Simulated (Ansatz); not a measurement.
# Br2H2Sn: ladder of basis sets

How does the energy of Br2H2Sn converge with the basis? A script is to give a ladder of basis sets; the system is Br2H2Sn.

Program: Ansatz 0.2.0 through its Python package. The levels of theory stand in the script. These are calculated values, not measurements.

## Step 1: The system

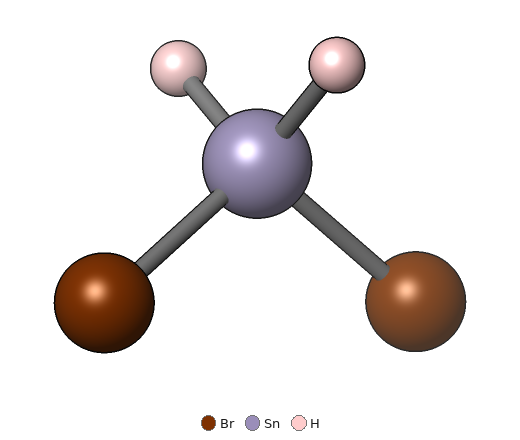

The structure that the script starts from, seen from a chosen angle (bromine brown, tin purple, hydrogen pink).

The script holds or builds the structure itself.

## Step 2: The script

br2h2sn_basis.py reads:

```python
"""Basis-set convergence for Br2H2Sn."""

import warnings

import ansatz as az


def main() -> None:
    warnings.simplefilter("ignore", az.DeckWarning)

    br2h2sn = (
        az.Crystal.molecule()
        .atom("Br", (-2.1325, 0.4861, -0.9135))
        .atom("Sn", (0.0493, 0.0681, 0.1436))
        .atom("Br", (1.2605, -1.6521, -1.2237))
        .atom("H", (-0.1173, -0.5187, 1.7672))
        .atom("H", (0.9899, 1.5429, 0.185))
    )

    setup = (
        br2h2sn.calculation()
        .functional("hf")
        .scf(lower_state_search="off")
    )

    energies = {}
    for basis in ["def2-SVP", "def2-SVPD", "def2-TZVP", "def2-TZVPP"]:
        summary = setup.basis(gaussian=basis).run().report
        size = summary["n_frozen"] + summary["n_occupied"][0] + summary["n_virtual"][0]
        energies[basis] = (summary["reference_energy_ev"] / 27.211386246, summary["free_energy_ev"] / 27.211386246)
        print(f"{basis:14s} {size:4d} orbitals  reference {energies[basis][0]:14.6f} Ha  total {energies[basis][1]:14.6f} Ha")

    last = energies["def2-TZVPP"][1]
    for basis, (_, total) in energies.items():
        print(f"{basis:14s} lies {27.211386 * (total - last):9.4f} eV above def2-TZVPP")


if __name__ == "__main__":
    main()
```

## Step 3: The input behind the calls

The engine receives this input (first run):

```yaml
crystal:
  periodic: [false, false, false]
  atoms:
    - { symbol: Br, position_ang: [-2.1325, 0.4861, -0.9135] }
    - { symbol: Sn, position_ang: [0.0493, 0.0681, 0.1436] }
    - { symbol: Br, position_ang: [1.2605, -1.6521, -1.2237] }
    - { symbol: H, position_ang: [-0.1173, -0.5187, 1.7672] }
    - { symbol: H, position_ang: [0.9899, 1.5429, 0.185] }
basis:
  gaussian:
    orbitals: def2-SVP
hamiltonian:
  xc: hf
scf:
  lower_state_search: "off"
```

## Step 4: Running it

On the command line:

```
$ python br2h2sn_basis.py
```

Standard output:

```text
def2-SVP        100 orbitals  reference   -5358.794836 Ha  total   -5358.794836 Ha
def2-SVPD       130 orbitals  reference   -5358.801893 Ha  total   -5358.801893 Ha
def2-TZVP       158 orbitals  reference   -5359.438668 Ha  total   -5359.438668 Ha
def2-TZVPP      174 orbitals  reference   -5359.439123 Ha  total   -5359.439123 Ha
def2-SVP       lies   17.5319 eV above def2-TZVPP
def2-SVPD      lies   17.3399 eV above def2-TZVPP
def2-TZVP      lies    0.0124 eV above def2-TZVPP
def2-TZVPP     lies    0.0000 eV above def2-TZVPP
```

Run time: 12 s. Hardware: 1 thread of Arm Neoverse V2, shared host; peak memory 0.55 GiB.

## Step 5: What changed from run to run

The engine's inputs for the other runs:

Run 2, against run 1:

```diff
@@ -11 +11 @@
-    orbitals: def2-SVP
+    orbitals: def2-SVPD
```

Run 3, against run 1:

```diff
@@ -11 +11 @@
-    orbitals: def2-SVP
+    orbitals: def2-TZVP
```

Run 4, against run 1:

```diff
@@ -11 +11 @@
-    orbitals: def2-SVP
+    orbitals: def2-TZVPP
```

## Step 6: The engine's runs

The 4 runs, in the order started:

```tsv
run	basis	energy (eV)	SCF cycles	CPU time (s)
1	def2-SVP	-145820.2361	13	1.4
2	def2-SVPD	-145820.4281	14	2.5
3	def2-TZVP	-145837.7557	16	3.6
4	def2-TZVPP	-145837.7680	16	4.2
```

## Step 7: Outcome

| quantity | value |
| --- | --- |
| runs compared | 4 |
| change of the total from set to set | -0.192, -17.328, -0.012 eV |

**Reading.** Against def2-SVP: def2-SVPD -7.1 mHa, def2-TZVP -643.8 mHa and def2-TZVPP -644.3 mHa. The last step alone is -0.46 mHa (these two sets differ little on atoms other than hydrogen). From the first set to the last the time grows from 1.4 to 4.2 s. Notes:
- The geometry is a force-field or estimated start, not a minimum of this method, and the last set is no limit. Much of the fall in a total is atomic energy, which cancels in bond and reaction energies.
- def2 sets replace the cores of elements past krypton by effective core potentials.
